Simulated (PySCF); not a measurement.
# A diatomic session: AsF

Aim: find the lowest electronic state of AsF, scan its bond at several levels of theory, and get bond length, wavenumber and dissociation energy from each curve.

The runs use PySCF 2.14.0; As 6-31G(d,p), F 6-31G(d,p), no relativity.

### Step 1. The job

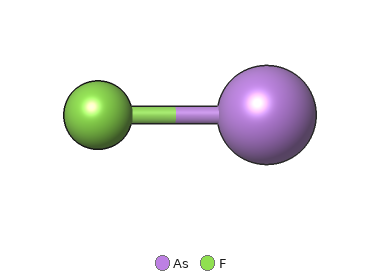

The two atoms at the starting distance (arsenic purple, fluorine green).

A driver script around PySCF takes these settings:

- atoms: As, F
- charge: 0
- basis: As 6-31G(d,p), F 6-31G(d,p)
- Hamiltonian: no relativity
- basis functions: 46
- electrons treated: 42
- masses in u: 74.9216, 18.9984
- levels: PBE0, PBE, r²SCAN, revPBE, TPSS, M06-L, LC-ωPBE, HF, MP2, SCS-MP2, CCSD, CCSD(T)
- grid: 80 radial by 434 angular points
- occupations: held fixed by the projection of orbital angular momentum
- dissociation limit: As + F, each in its ground configuration
- starting distance in angstrom: 1.790
- values of 2S to try: 0, 2, 4

On the command line:

```bash
$ OMP_NUM_THREADS=1 python dia.py task.json out
```

The runs that follow: First curve: PBE0; Excited determinants; PBE; r²SCAN; revPBE; TPSS; M06-L; LC-ωPBE; UHF; Correlated methods on the Hartree–Fock reference.

Q: Predict the outcome of this session. Wanted: for each run, Re; ωe; De; μ.

**Answer**, as computed:

Lowest PBE0 solution found, without spin–orbit coupling: ³Σ⁻ (triplet), unpaired electrons π ↑↑. State 2 has its PBE0 minimum 0.36 eV higher, as a spin-mixed determinant (⟨S²⟩ = 1.01), so this is no gap between pure states. State 3 has its PBE0 minimum 1.42 eV higher. The other levels ran on the lowest alone.

| level | Re (Å) | ωe (cm⁻¹) | De (eV) | μ (D) |
| --- | --- | --- | --- | --- |
| UHF | 1.732 | 746 | 1.99 | -2.01 |
| UHF-MP2 | 1.756 | 713 | 3.75 | n/a |
| UHF-SCS-MP2 | 1.759 | 706 | 3.62 | n/a |
| UHF-CCSD | 1.757 | 710 | 3.44 | n/a |
| UHF-CCSD(T) | 1.762 | 701 | 3.54 | n/a |
| PBE | 1.772 | 677 | 4.49 | -1.41 |
| revPBE | 1.780 | 666 | 4.22 | -1.44 |
| TPSS | 1.766 | 687 | 4.30 | -1.43 |
| r²SCAN | 1.754 | 703 | 4.15 | -1.49 |
| M06-L | 1.768 | 681 | 4.27 | -1.69 |
| PBE0 | 1.749 | 714 | 4.02 | -1.59 |
| LC-ωPBE | 1.739 | 736 | 4.11 | -1.57 |

De is counted to As + F in their ground configurations. A positive dipole means As(−)F(+).

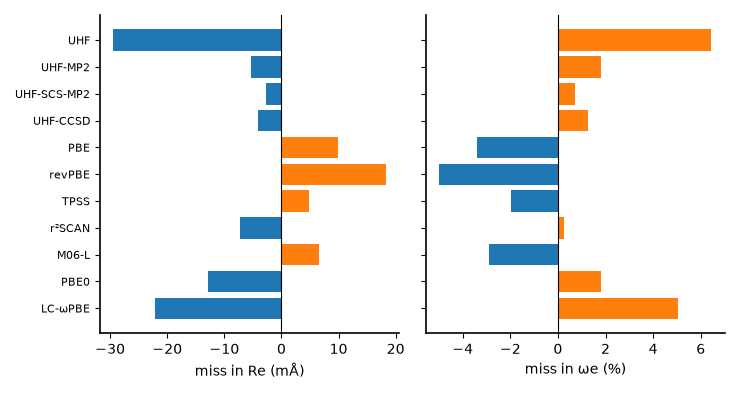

How far each level lies from CCSD(T) in the same basis.

Judged by CCSD(T) in the same basis: best bond length UHF-SCS-MP2 (-3 mÅ), worst UHF (-29 mÅ); best wavenumber r²SCAN (+0.3 %), worst UHF (+6.4 %). Hartree–Fock makes the bond too short and too stiff against this reference, as it mostly does. PBE has the long and soft bond that GGAs tend to give. CCSD(T) in a basis this small is itself some way from its limit, more so than the functionals. Among the levels with a De in the table, it runs from 1.99 eV (UHF) to 4.49 eV (PBE).

Correlated steps freeze 10 core orbitals.
